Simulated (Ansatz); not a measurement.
**GaCu2SnSe2O2, from a guessed structure to a relaxed one**

Starting from a made-up structure for GaCu2SnSe2O2, the aim is the relaxed cell, its shortest contacts and, where a second run follows, its electronic structure.

Main program and level: Ansatz 0.2.0; DFT, PBEsol, plane-wave PAW, files of the set soft_1, scalar-relativistic, ferromagnetic start, cell and ions relaxed at zero pressure; PAW set soft_1, in the first sound run; inputs show where later runs differ.

## (1) Starting point

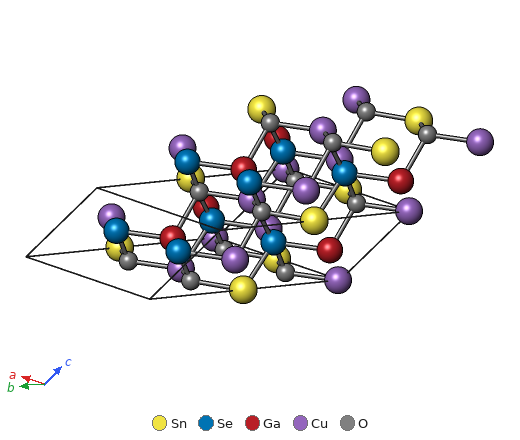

Start, viewed from a free direction; tin yellow, selenium blue, gallium red, copper purple, oxygen grey. 1×1×2 cells are drawn. This picture shows the conventional cell, with its axes. Some periodic images of atoms are drawn too.

## (2) Relaxing cell and atoms

The guessed cell has no reason to be at equilibrium. It is relaxed with the atoms, within the space group of the guess.

input.yaml

```yaml
crystal:
  lattice:
    - [3.7505, -5.2085, 0.0]
    - [3.7505, 5.2085, 0.0]
    - [-3.747168502, 0.0, 3.752404192]
  atoms:
    - { symbol: Sn, position: [0.4913, 0.5087, 0.0] }
    - { symbol: Se, position: [0.3777, 0.1239, 0.5033] }
    - { symbol: Se, position: [0.8761, 0.6223, 0.4967] }
    - { symbol: Ga, position: [0.759, 0.241, 0.5] }
    - { symbol: Cu, position: [0.9883, 0.0117, 0.0], spin: 0.6 }
    - { symbol: Cu, position: [0.2623, 0.7377, 0.5], spin: 0.6 }
    - { symbol: O, position: [0.1239, 0.3709, 0.9911] }
    - { symbol: O, position: [0.6291, 0.8761, 0.0089] }
magnetization:
  spin_polarized: true
kpoints:
  mp_grid: { grid: [6, 6, 7] }
scf:
  occupations: { method: fermi_dirac, width: 0.05 }
hamiltonian:
  xc: pbesol
  pseudopotentials: { kind: paw, azcp: { folder: soft_1 }, xc_functional: pbe }
relax:
  f_tol: 0.015
  max_steps: 70
  cell: {}
output:
  forces: true
  stress: true
```

Run with:

```sh
> ansatz run input.yaml --threads 4 --pin off --max-ram 10240MiB --backend cpu --events-out ev --progress --plain --runs-dir out
```

Numbers of over 12 decimals in the logs are rounded to 6 here.

The log of the run:

```text
Engine: ansatz 0.2.0, aarch64-unknown-linux-gnu
Pseudopotentials: kind: paw
Pseudopotential: Sn, paw, valence charge 14, recommended cutoff 420 eV (normal), soft_1/Sn.paw.azcp
Pseudopotential: Se, paw, valence charge 16, recommended cutoff 420 eV (normal), soft_1/Se.paw.azcp
Pseudopotential: Ga, paw, valence charge 13, recommended cutoff 420 eV (normal), soft_1/Ga.paw.azcp
Pseudopotential: Cu, paw, valence charge 19, recommended cutoff 420 eV (normal), soft_1/Cu.paw.azcp
Pseudopotential: O, paw, valence charge 6, recommended cutoff 420 eV (normal), soft_1/O.paw.azcp
Functional definition: PBEsol
  exchange = pbesol_x
  correlation = pbesol_c
Crystal: 8 atoms, lattice volume = 146.603 Å³
Basis set: ecut = 420 eV, 2897 PW (Γ), exchange–correlation on 90×90×72 points (8 copies of the dense FFT grid, shifted against one another)
Bands: 67, of which v1, the nominal top of the filled ones, is band 55 counted from 1 (54 counted from 0)
Symmetry: 2 space group operations
Space group: C2 (ITA 5), of the structure as read, at distance tolerance 5.3e-5 Å
Magnetic group: BNS 5.13 (UNI 20), of the structure as read, at distance tolerance 5.3e-5 Å
k-points: 76 of 252 (time reversal used)
Non-local potential: Sn, projectors of the file, l = 0: 2, l = 1: 2, l = 2: 2, l = 3: 1
Non-local potential: Se, projectors of the file, l = 0: 2, l = 1: 2, l = 2: 3, l = 3: 1
Non-local potential: Ga, projectors of the file, l = 0: 2, l = 1: 2, l = 2: 3, l = 3: 1
Non-local potential: Cu, projectors of the file, l = 0: 3, l = 1: 2, l = 2: 3, l = 3: 1
Non-local potential: O, projectors of the file, l = 0: 2, l = 1: 2, l = 2: 1
PAW form: soft (Blöchl's): semilocal exchange-correlation on the pseudo side does not see the compensation charge
PAW frozen core: Sn, regenerated for the run's functional, and the local potential with it (the file was generated under x = pbe(κ = 0.804, μ = 0.219515), c = pbe(β = 0.066725))
PAW frozen core: Se, regenerated for the run's functional, and the local potential with it (the file was generated under x = pbe(κ = 0.804, μ = 0.219515), c = pbe(β = 0.066725))
PAW frozen core: Ga, regenerated for the run's functional, and the local potential with it (the file was generated under x = pbe(κ = 0.804, μ = 0.219515), c = pbe(β = 0.066725))
PAW frozen core: Cu, regenerated for the run's functional, and the local potential with it (the file was generated under x = pbe(κ = 0.804, μ = 0.219515), c = pbe(β = 0.066725))
PAW frozen core: O, regenerated for the run's functional, and the local potential with it (the file was generated under x = pbe(κ = 0.804, μ = 0.219515), c = pbe(β = 0.066725))
PAW one-centre angular grid: Sn, 590 points (default); XC on 64 Gauss nodes
PAW one-centre angular grid: Se, 590 points (default); XC on 64 Gauss nodes
PAW one-centre angular grid: Ga, 590 points (default); XC on 64 Gauss nodes
PAW one-centre angular grid: Cu, 590 points (default); XC on 64 Gauss nodes
PAW one-centre angular grid: O, 110 points (default); XC on 64 Gauss nodes
Initial density: superposition of atomic densities (chi_scale 0.1, normalization cell, long waves kept (reshape's long-wave potential 0.11 eV rms))
Starting moments: Σ|m| = 1.2 μB on 2 of 8 sites
Initial wavefunctions: pseudopotential atomic-orbital guess
Functional: x = pbesol(κ = 0.804, μ = 0.123457), c = pbesol(β = 0.046)
SCF iter   1: F=—  HF=-34839.740947 eV  |F-HF|=—  |Δ(HF+E_count)|=         —  Δρ=6.04e-2 (↑4.34e-2 ↓6.04e-2)  dr2=9.03e0  dr2_m=1.48e0  M=0.049 μB ∫|m|=0.154 μB  β_m=0.30  ethr=3.10e-3  ⟨swp⟩=6.1  Hψ=38579  notcnv=0  defer=8
preconditioner: auto → Kerker (q_TF=auto, 2.597 Å⁻¹)  [metal: Δε(μ)=0.005 eV  Ē_g=13.819 eV  σ=0.050 eV  W_gap=0.03  n_scr=36 (ndim 8)  ℏωp=26.2 eV  f_vac=0.019  D(μ)=2.50/eV (n_scr^D=14)]
spin=Collinear: Kerker preconditioning applied to the charge; magnetization (m = ρ↑ − ρ↓) channel mixes plain (no charge-response kernel on spin).
SCF iter   2: F=—  HF=-34838.463932 eV  |F-HF|=—  |Δ(HF+E_count)|=    1.28e0  Δρ=3.08e-2 (↑3.08e-2 ↓2.74e-2)  dr2=1.64e0  dr2_m=7.42e-1  M=0.046 μB ∫|m|=0.146 μB  β_m=0.30  ethr=3.10e-3  ⟨swp⟩=2.0  Hψ=17861  notcnv=0  defer=690
SCF iter   3: F=—  HF=-34838.305182 eV  |F-HF|=—  |Δ(HF+E_count)|=   1.59e-1  Δρ=2.10e-2 (↑2.10e-2 ↓1.92e-2)  dr2=7.09e-1  dr2_m=3.99e-1  M=0.034 μB ∫|m|=0.116 μB  β_m=0.30  ethr=1.50e-3  ⟨swp⟩=2.0  Hψ=12511  notcnv=0  defer=717
SCF iter   4: F=—  HF=-34838.213837 eV  |F-HF|=—  |Δ(HF+E_count)|=   9.13e-2  Δρ=1.81e-2 (↑1.81e-2 ↓8.10e-3)  dr2=2.13e-1  dr2_m=2.07e-1  M=0.034 μB ∫|m|=0.101 μB  β_m=0.30  ethr=6.50e-4  ⟨swp⟩=2.5  Hψ=13410  notcnv=0  defer=727
SCF iter   5: F=—  HF=-34838.199241 eV  |F-HF|=—  |Δ(HF+E_count)|=   1.46e-2  Δρ=1.24e-2 (↑1.24e-2 ↓6.99e-3)  dr2=7.02e-2  dr2_m=1.15e-1  M=0.026 μB ∫|m|=0.080 μB  β_m=0.30  ethr=1.95e-4  ⟨swp⟩=2.2  Hψ=14465  notcnv=0  defer=721
SCF iter   6: F=—  HF=-34838.196946 eV  |F-HF|=—  |Δ(HF+E_count)|=   2.30e-3  Δρ=8.06e-3 (↑5.97e-3 ↓8.06e-3)  dr2=7.77e-3  dr2_m=6.50e-2  M=0.018 μB ∫|m|=0.061 μB  β_m=0.30  ethr=6.44e-5  ⟨swp⟩=2.0  Hψ=15064  notcnv=0  defer=721
SCF iter   7: F=—  HF=-34838.203414 eV  |F-HF|=—  |Δ(HF+E_count)|=   6.47e-3  Δρ=7.82e-3 (↑2.76e-3 ↓7.82e-3)  dr2=2.37e-2  dr2_m=3.66e-2  M=0.013 μB ∫|m|=0.047 μB  β_m=0.30  ethr=7.13e-6  ⟨swp⟩=2.0  Hψ=12197  notcnv=0  defer=721
Mixer restart at iter 7: flushing history
spin-set hold released at iteration 7 (site moments contracting): the magnetisation degrees of freedom join the quasi-Newton model from the next iteration; the mixer history was flushed
SCF iter   8: F=—  HF=-34838.206664 eV  |F-HF|=—  |Δ(HF+E_count)|=   3.25e-3  Δρ=5.30e-3 (↑2.54e-3 ↓5.30e-3)  dr2=8.02e-3  dr2_m=2.03e-2  M=0.010 μB ∫|m|=0.037 μB  β_m=0.65  ethr=7.13e-6  ⟨swp⟩=2.0  Hψ=11346  notcnv=0  defer=708
SCF iter   9: F=—  HF=-34838.214748 eV  |F-HF|=—  |Δ(HF+E_count)|=   8.08e-3  Δρ=3.16e-3 (↑2.39e-3 ↓3.16e-3)  dr2=2.96e-2  dr2_m=2.17e-4  M=0.001 μB ∫|m|=0.008 μB  β_m=0.47  ethr=7.13e-6  ⟨swp⟩=2.0  Hψ=18063  notcnv=0  defer=708
SCF iter  10: F=—  HF=-34838.207965 eV  |F-HF|=—  |Δ(HF+E_count)|=   6.78e-3  Δρ=3.96e-4 (↑3.96e-4 ↓2.14e-4)  dr2=3.11e-4  dr2_m=1.98e-5  M=0.001 μB ∫|m|=0.006 μB  β_m=0.73  ethr=7.13e-6  ⟨swp⟩=2.0  Hψ=18461  notcnv=0  defer=707
SCF iter  11: F=—  HF=-34838.208377 eV  |F-HF|=—  |Δ(HF+E_count)|=   4.12e-4  Δρ=3.44e-4 (↑3.44e-4 ↓1.44e-4)  dr2=2.33e-4  dr2_m=1.82e-5  M=0.001 μB ∫|m|=0.003 μB  β_m=0.87  ethr=2.86e-7  ⟨swp⟩=2.0  Hψ=16407  notcnv=0  defer=706
[...]
relax step  19: F+E_penalty+E_count = -34840.28573172 eV  Δ(F+E_penalty+E_count) = -1.157e-4 eV  max|allowed force component| = 1.225e-3 eV/Å  Δτ_max = 0.0045 Å  P = +0.000 GPa  Ω = 137.269 Å³  energy of the carried Pulay correction = +9.273e-3 eV  (15 SCF iters, accepted)
relax step  20: F+E_penalty+E_count = -34840.28582601 eV  Δ(F+E_penalty+E_count) = -9.429e-5 eV  max|allowed force component| = 1.479e-3 eV/Å  Δτ_max = 0.0000 Å  P = -0.002 GPa  Ω = 137.269 Å³  stress off target by 1.09e-1 GPa  SCF on the basis re-selected at this cell (its energy is not comparable with the rows above)  (13 SCF iters)
relax step  21: F+E_penalty+E_count = -34840.28602348 eV  Δ(F+E_penalty+E_count) = -1.975e-4 eV  max|allowed force component| = 1.141e-2 eV/Å  Δτ_max = 0.0053 Å  P = +0.010 GPa  Ω = 137.280 Å³  energy of the carried Pulay correction = -5.162e-5 eV  (9 SCF iters, dr2 threshold 2.97e-8 eV, accepted)
relax step  22: F+E_penalty+E_count = -34840.28610429 eV  Δ(F+E_penalty+E_count) = -8.081e-5 eV  max|allowed force component| = 5.302e-3 eV/Å  Δτ_max = 0.0017 Å  P = +0.005 GPa  Ω = 137.263 Å³  energy of the carried Pulay correction = -2.546e-5 eV  (9 SCF iters, dr2 threshold 1.11e-8 eV, accepted)
iter 1 solved again at ethr=1.29e-7 eV; its pass at ethr=3.10e-3 eV (dr2=1.41e-4 eV) is discarded
SCF iter   1: F=—  HF=-34840.285944 eV  |F-HF|=—  |Δ(HF+E_count)|=         —  Δρ=8.43e-5 (↑8.43e-5 ↓8.43e-5)  dr2=8.75e-7  dr2_m=1.19e-12  M=-0.000 μB ∫|m|=0.000 μB  β_m=0.30  ethr=1.29e-7  ⟨swp⟩=4.0  Hψ=67236  notcnv=0
preconditioner: auto → Kerker (q_TF=auto, 2.625 Å⁻¹)  [metal: Δε(μ)=0.010 eV  Ē_g=13.774 eV  σ=0.050 eV  W_gap=0.05  n_scr=38 (ndim 8)  ℏωp=27.1 eV  f_vac=0.065  D(μ)=3.17/eV (n_scr^D=18)]
spin=Collinear: Kerker preconditioning applied to the charge; magnetization (m = ρ↑ − ρ↓) channel mixes plain (no charge-response kernel on spin).
SCF iter   2: F=—  HF=-34840.286055 eV  |F-HF|=—  |Δ(HF+E_count)|=   1.11e-4  Δρ=5.94e-5 (↑5.94e-5 ↓5.94e-5)  dr2=4.32e-7  dr2_m=6.18e-13  M=-0.000 μB ∫|m|=0.000 μB  β_m=0.65  ethr=8.03e-10  ⟨swp⟩=2.0  Hψ=16182  notcnv=0
SCF iter   3: F=—  HF=-34840.286163 eV  |F-HF|=—  |Δ(HF+E_count)|=   1.08e-4  Δρ=5.07e-6 (↑5.07e-6 ↓5.07e-6)  dr2=8.03e-8  dr2_m=8.54e-15  M=0.000 μB ∫|m|=0.000 μB  β_m=0.47  ethr=3.96e-10  ⟨swp⟩=2.0  Hψ=13133  notcnv=0
SCF iter   4: F=—  HF=-34840.286163 eV  |F-HF|=—  |Δ(HF+E_count)|=   3.29e-8  Δρ=6.38e-7 (↑6.38e-7 ↓6.38e-7)  dr2=1.21e-9  dr2_m=4.96e-15  M=-0.000 μB ∫|m|=0.000 μB  β_m=0.45  ethr=7.36e-11  ⟨swp⟩=2.0  Hψ=18182  notcnv=0
SCF iter   5: F=—  HF=-34840.286163 eV  |F-HF|=—  |Δ(HF+E_count)|=   2.76e-7  Δρ=2.79e-7 (↑2.78e-7 ↓2.79e-7)  dr2=4.49e-10  dr2_m=2.37e-15  M=-0.000 μB ∫|m|=0.000 μB  β_m=0.66  ethr=1.11e-12  ⟨swp⟩=2.0  Hψ=16064  notcnv=0
SCF iter   6: F=—  HF=-34840.286163 eV  |F-HF|=—  |Δ(HF+E_count)|=  1.82e-10  Δρ=2.96e-7 (↑2.96e-7 ↓2.95e-7)  dr2=4.00e-10  dr2_m=5.55e-16  M=-0.000 μB ∫|m|=0.000 μB  β_m=0.65  ethr=1.00e-12  ⟨swp⟩=2.0  Hψ=11157  notcnv=0
SCF iter   7: F=—  HF=-34840.286163 eV  |F-HF|=—  |Δ(HF+E_count)|=  3.64e-11  Δρ=1.12e-7 (↑1.12e-7 ↓1.12e-7)  dr2=1.10e-10  dr2_m=8.84e-17  M=-0.000 μB ∫|m|=0.000 μB  β_m=0.67  ethr=1.00e-12  ⟨swp⟩=1.9  Hψ=10551  notcnv=0
SCF iter   8: F=-34840.286163 eV  HF=-34840.286163 eV  |F-HF|=2.18e-11  |Δ(HF+E_count)|=    0.00e0  Δρ=7.81e-8 (↑7.81e-8 ↓7.81e-8)  dr2=4.54e-11  dr2_m=3.56e-17  M=-0.000 μB ∫|m|=0.000 μB  ethr=1.00e-12  ⟨swp⟩=3.2  Hψ=27428  notcnv=0
the starting moments were not kept: the SCF closed with an absolute magnetisation of 4.0e-9 μB, where they sum to 1.2 μB in size (2 sites). That is at most 0.1 of that sum. Measured as dr2_m measures the in/out step, that magnetisation stands 1.7e-18 eV from none, at or under the dr2_threshold of 8.0e-11 eV: it is no larger than a step whose dr2_m would equal this threshold.
SCF 23 converged in 8 iterations: F = -34840.286163 eV  dr2 = 4.54e-11
relax step  23: F+E_penalty+E_count = -34840.28616294 eV  Δ(F+E_penalty+E_count) = -5.864e-5 eV  max|allowed force component| = 5.296e-3 eV/Å  Δτ_max = 0.0000 Å  P = +0.005 GPa  Ω = 137.263 Å³  stress off target by 1.86e-2 GPa  SCF on the basis re-selected at this cell (its energy is not comparable with the rows above)  (8 SCF iters)
basis re-selected at this cell: Δ(F+E_penalty+E_count) = -5.864e-5 eV, ΔP = +0.001 GPa vs the last step (what re-selecting the basis moved, of the pressure what is left beyond the Pulay correction that the steps carried, after the strain that the cell walked since its last selection, with what the two solves' SCF thresholds leave and, on support functions, any second-order correction that the steps lacked; it is no m [...]
SCF converged after 8 iterations
Magnetization: -0.0000 μB (54.5000 up, 54.5000 down)
Absolute magnetization: 0.0000 μB (∫|ρ↑−ρ↓|, with the PAW one-centre terms)
Spin contamination: 0.0000 ħ² per cell (⟨S²⟩ above its minimum at these occupations)
Per-site moments (μB) at R_I (Å): [(-2.262726909113399e-10, 0.959797), (-3.475200882019277e-10, 0.983449), (-3.475200514761313e-10, 0.983449), (2.8567222541456745e-11, 0.774155), (-1.314076165150752e-10, 0.834721), (-8.09718238210134e-11, 0.842715), (-4.947526078171907e-10, 0.774155), (-4.947526254936721e-10, 0.774155)]
Free energy (F): -34840.286163 eV
Harris-Foulkes:  -34840.286163 eV  (|F-HF|=2.18e-11)
Internal energy: -34840.260150 eV  (E = F + TS)
E sigma→0 (E₀):  -34840.273156 eV
Entropy (-TS):   -0.026013 eV (-3.252 meV/atom)
Fermi energy:    9.544308 eV
--- Per-component energies (eV) ---
  E_band       = -1829.144179
  E_kinetic    = 1354.302277
  E_local      = -19831.147891  (includes V_loc(G=0)·N_el)
  E_nonlocal   = 1254.020515
  E_hartree    = 9376.999534
  E_xc         = -631.754414
  E_vxc        = -671.802653  (∫ρ·V_xc dr)
  E_paw        = -14299.633487  (= ΣΔE_a)
  E_vpaw       = -2688.518665  (= ΣTr[D̂ρ^β])
  E_aug_tail   = 0.002917  (compensation charges beyond the density's cutoff)
  E_ewald      = -12066.697304
  E_core_change = 3.647703  (= ΣΔE_core)
  E_smearing   = -0.026013  (= −TS)
  E_closure    = 0.000000  (closes the sum)
  Σ components = -34840.286163   (vs F -34840.286163, Δ=0.00e0)
--- Forces (eV/Å), atoms counted from 1 ---
  atom   1  Sn     0.00000000     0.00116930     0.00000000
  atom   2  Se     0.00092180     0.00282067    -0.00529637
  atom   3  Se    -0.00092180     0.00282067     0.00529637
  atom   4  Ga    -0.00000000     0.00206246     0.00000000
  atom   5  Cu     0.00000000    -0.00170619    -0.00000000
  atom   6  Cu    -0.00000000     0.00142354     0.00000000
  atom   7  O      0.00109757    -0.00429422     0.00028833
  atom   8  O     -0.00109757    -0.00429422    -0.00028833
  max |Σ_I F_I| component: 2.02e-6 eV/Å
--- Stress (GPa, compression-positive) ---
        0.008703      -0.000000       0.014007
       -0.000000       0.009062       0.000000
        0.014007       0.000000      -0.001300
  P = ⅓ Tr σ = 0.0055 GPa (0.055 kbar)
--- Relaxed structure (21 steps of the walk, 19 accepted, 2 SCFs on fresh bases) ---
  F+E_penalty+E_count = -34840.28616294 eV   max|allowed force component| = 5.296e-3 eV/Å   (the final SCF, on the basis selected at the relaxed cell)
  cell:  # Å, volume = 137.2633 Å³
    - [3.861190, -5.337601, 0.192418]
    - [3.861190, 5.337601, 0.192418]
    - [-3.665245, -5.163070276064624e-18, 3.147446]
  atoms:
    - { symbol: Sn, position: [0.437336, 0.562664, -6.938893903907228e-18] }
    - { symbol: Se, position: [0.371423, 0.084333, 0.483695] }
    - { symbol: Se, position: [0.915667, 0.628577, 0.516305] }
    - { symbol: Ga, position: [0.765498, 0.234502, 0.500000] }
    - { symbol: Cu, position: [0.978841, 0.021159, 0.0] }
    - { symbol: Cu, position: [0.296993, 0.703007, 0.500000] }
    - { symbol: O, position: [0.062693, 0.320752, 0.950511] }
    - { symbol: O, position: [0.679248, 0.937307, 0.049489] }
```

It took 19 min on 4 threads of Arm Neoverse V1, shared host; peak memory 1.3 GiB.

Relaxation path (22 of 23):

```
step  energy less that of the first step (eV)  largest force component (eV/Å)  pressure (GPa)  volume (Å³)
   1                                   0.0000                          5.4256            0.52       146.60
   2                                  -1.4250                          1.2186           -1.99       145.11
   3                                  -1.8548                          0.6641            1.96       137.95
   4                                  -1.9480                          0.4900            0.64       138.87
   5                                  -2.0408                          0.2520           -0.11       137.97
   6                                  -2.0547                          0.1292           -0.08       137.52
   7                                  -2.0611                          0.0654           -0.36       138.07
   8                                  -2.0638                          0.0503            0.01       137.40
   9                                  -2.0649                          0.0368            0.03       137.24
  10                                  -2.0660                          0.0286            0.06       137.10
  11                                  -2.0673                          0.0438           -0.05       137.15
  13                                  -2.0428                          0.3708            0.23       136.34
  14                                  -2.0725                          0.0500           -0.22       137.65
  15                                  -2.0746                          0.1000            0.22       137.06
  16                                  -2.0768                          0.0358           -0.09       137.43
  17                                  -2.0772                          0.0214            0.06       137.22
  18                                  -2.0771                          0.0222           -0.03       137.27
  19                                  -2.0773                          0.0012            0.00       137.27
 20*                                  -2.0774                          0.0015            0.00       137.27
  21                                  -2.0776                          0.0114            0.01       137.28
  22                                  -2.0777                          0.0053            0.00       137.26
 23*                                  -2.0777                          0.0053            0.01       137.26
```

Relaxation steps marked * repeat the geometry before them on a plane-wave basis chosen anew for their cell, so energy and pressure can jump there. Other such steps can lie between the rows shown. Relaxation steps 13, 18 were tried and not accepted.

The run keeps the 2 symmetry operations that it works with, so distortions that break them were not tested.

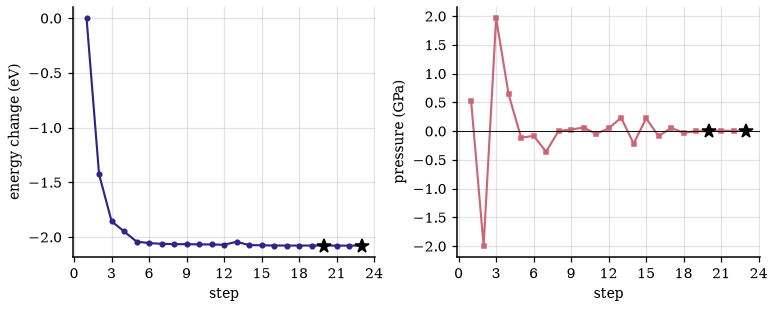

Energy and pressure along the relaxation. Stars mark steps on a basis chosen anew.

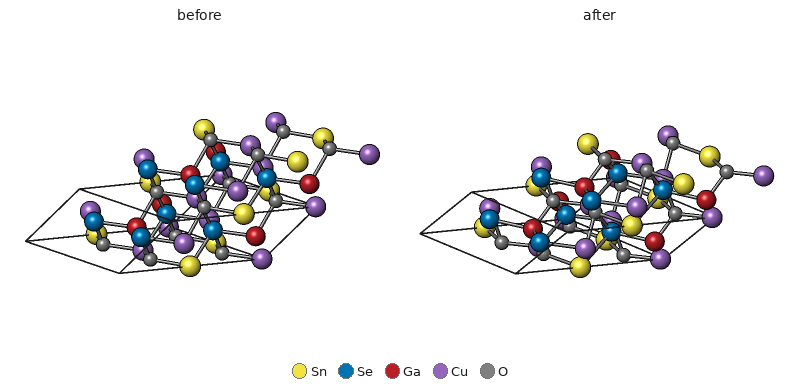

The structure before and after the relaxation, drawn at the same scale.

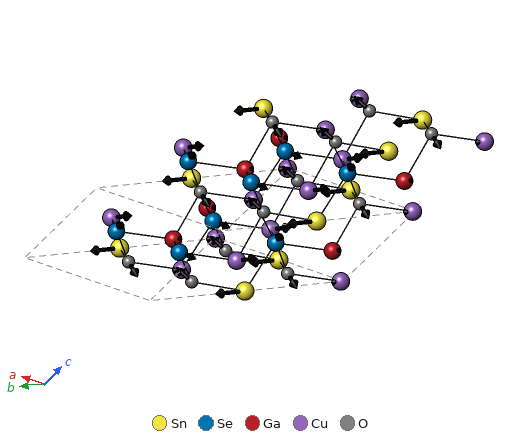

Displacements in the relaxation, exaggerated, measured against the changing cell; the longest in the cell stands for 0.58 Å. 1×1×2 conventional cells are drawn. Some periodic images of atoms are drawn too.

```
     cell as run  before   after  change
           a (Å)   6.418   6.591  +2.7 %
           b (Å)   6.418   6.591  +2.7 %
           c (Å)   5.303   4.831  -8.9 %
           α (°)  114.39  115.18  +0.7 %
           β (°)  114.39  115.18  +0.7 %
           γ (°)  108.49  108.17  -0.3 %
volume (Å³/atom)   18.33   17.16  -6.4 %
```

The atoms that moved most (Å, as changes of fractional coordinates times the final cell):

```
atom      dx      dy      dz  length
 Sn1   0.000   0.576   0.000   0.576
 Cu6   0.000  -0.370   0.000   0.370
  O8   0.281   0.059   0.149   0.324
  O7  -0.281   0.059  -0.149   0.324
 Se3   0.105  -0.178   0.071   0.218
 Se2  -0.105  -0.178  -0.071   0.218
 Cu5   0.000   0.101   0.000   0.101
 Ga4   0.000  -0.069   0.000   0.069
```

Final coordinates:

```cif
data_structure
_symmetry_space_group_name_H-M 'P 1'
_symmetry_Int_Tables_number 1
_cell_length_a 6.5906
_cell_length_b 6.5906
_cell_length_c 4.8312
_cell_angle_alpha 115.179
_cell_angle_beta 115.179
_cell_angle_gamma 108.169
_cell_volume 137.26
loop_
_atom_site_label
_atom_site_type_symbol
_atom_site_fract_x
_atom_site_fract_y
_atom_site_fract_z
_atom_site_occupancy
Sn1 Sn 0.43734 0.56266 0.00000 1
Se2 Se 0.37142 0.08433 0.48370 1
Se3 Se 0.91567 0.62858 0.51630 1
Ga4 Ga 0.76550 0.23450 0.50000 1
Cu5 Cu 0.97884 0.02116 0.00000 1
Cu6 Cu 0.29699 0.70301 0.50000 1
O7 O 0.06269 0.32075 0.95051 1
O8 O 0.67925 0.93731 0.04949 1
```

Numbers from this step:

```
free energy             : -34840.2862 eV
energy at zero smearing : -34840.2732 eV
smearing term TS        : 0.02601 eV
Fermi energy            : 9.544 eV
electrons               : 109
symmetry operations     : 2
pressure                : 0.005488 GPa
```

Shortest distances by pair of elements, guess and relaxed (not always the same contact):

```
 pair  guess (Å)  relaxed (Å)
 Ga–O      2.212        1.877
 Cu–O      2.219        2.024
 O–Sn      2.213        2.327
Cu–Se      2.341        2.384
Ga–Se      2.331        2.426
```

The relaxation ends with a largest force component of 0.0053 eV/Å and a pressure of 0.01 GPa. The starting moments have collapsed: the run ends non-magnetic.

[end of part 1 of 2]

[Logs are printed without paths, hosts, clocks, repeated set-up lines and the standing remarks that a program may print on its own settings, such as how far it seeks lower states.]

[Hosts, paths, dates, database ids (printed as entryN), source tags and the programs' standing remarks are cut or masked in the printed files.]
